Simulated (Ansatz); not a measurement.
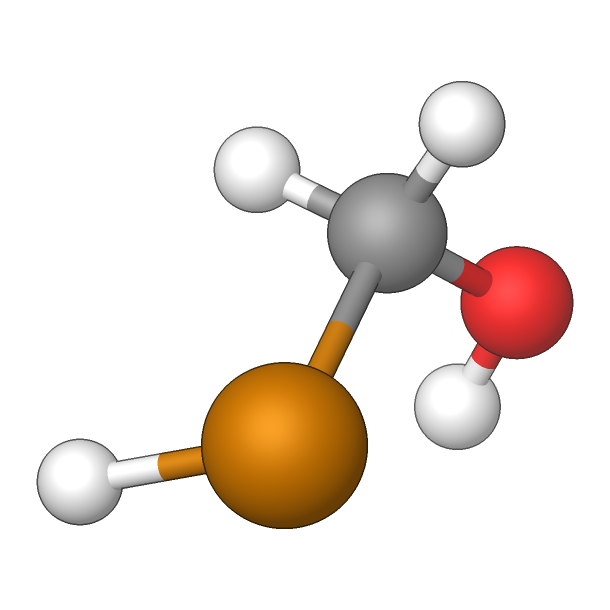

Rendered structure (ball-and-stick style). Colours: oxygen red, carbon grey, tellurium orange, hydrogen white.

The computed structure is the end point of a PBE0-D4/def2-TZVP optimisation.

Give the formula.

CH4OTe, 7 atoms: 1 carbon, 4 hydrogen, 1 oxygen and 1 tellurium.

How many bonds of each kind are drawn?

2 C–H, 1 C–O, 1 C–Te, 1 O–H, 1 Te–H.

Name functional groups in it.

Among them: alcohol.

The parts below concern this one geometry. Atoms keep their numbers from picture to picture.

## Geometry

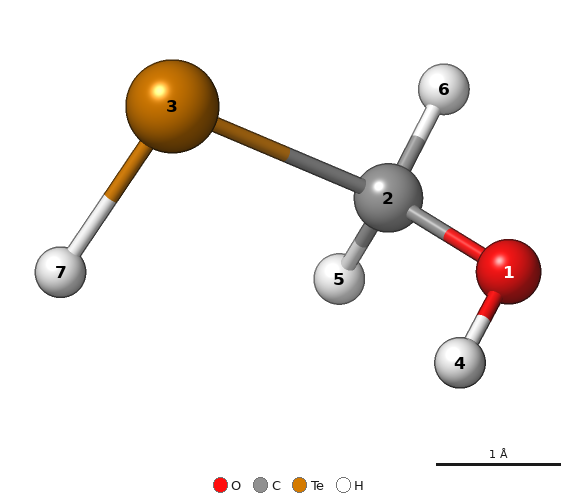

Give the bond lengths.

| bond | length (Å) | order |
| --- | --- | --- |
| O1–C2 | 1.388 | single |
| O1–H4 | 0.961 | single |
| C2–Te3 | 2.178 | single |
| C2–H5 | 1.093 | single |
| C2–H6 | 1.088 | single |
| Te3–H7 | 1.658 | single |

## Vibrations

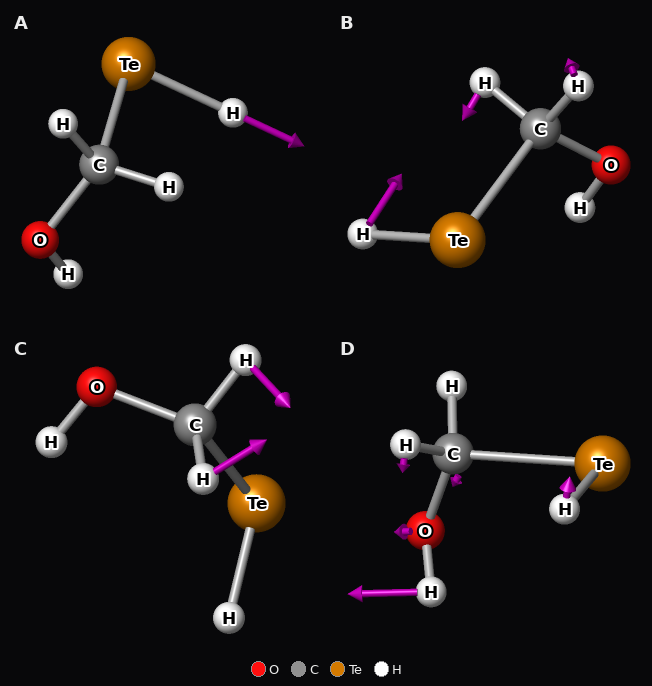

4 normal modes of one molecule or complex, as arrows. Harmonic vibrations computed with RKS PBE0-D4/def2-TZVP, core potentials on Te (Ansatz 0.2.0) at a stationary point of the same level.

Match the panels to the wavenumbers 252 cm⁻¹, 599 cm⁻¹, 1478 cm⁻¹, 2149 cm⁻¹.

A: 2149 cm⁻¹, Te–H stretching
B: 599 cm⁻¹, C–Te–H bending
C: 1478 cm⁻¹, H–C–H bending
D: 252 cm⁻¹

## Charges

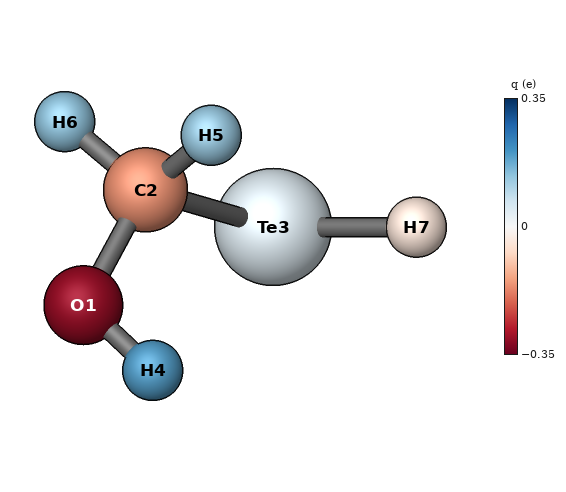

Atoms are coloured by their Mulliken charges. Method: RKS B3LYP-D4/def2-TZVPP, core potentials on Te (Ansatz 0.2.0).

Which atom carries the highest charge (most positive or least negative)?

H4 (0.19 e).

And the lowest?

O1 (−0.30 e).

List the Mulliken charges.

```json
{"atom": "O1", "value (e)": "−0.30"}
{"atom": "C2", "value (e)": "−0.16"}
{"atom": "Te3", "value (e)": "0.04"}
{"atom": "H4", "value (e)": "0.19"}
{"atom": "H5", "value (e)": "0.13"}
{"atom": "H6", "value (e)": "0.14"}
{"atom": "H7", "value (e)": "−0.04"}
```

## Levels of theory compared

Program: Ansatz 0.2.0.

Tabulate HOMO energy (eV), dipole (D) at these levels: B3LYP-D4/def2-TZVPP; PBE-D4/def2-TZVPP; r2SCAN-D4/def2-TZVPP; ωB97M-V/def2-TZVPP.

```tsv
level	HOMO energy (eV)	dipole (D)
B3LYP-D4/def2-TZVPP	−6.15	1.18
PBE-D4/def2-TZVPP	−5.30	1.19
r2SCAN-D4/def2-TZVPP	−5.54	1.27
ωB97M-V/def2-TZVPP	−8.48	1.22
```

Mulliken values depend strongly on the basis set and can even reverse the polarity of a bond.
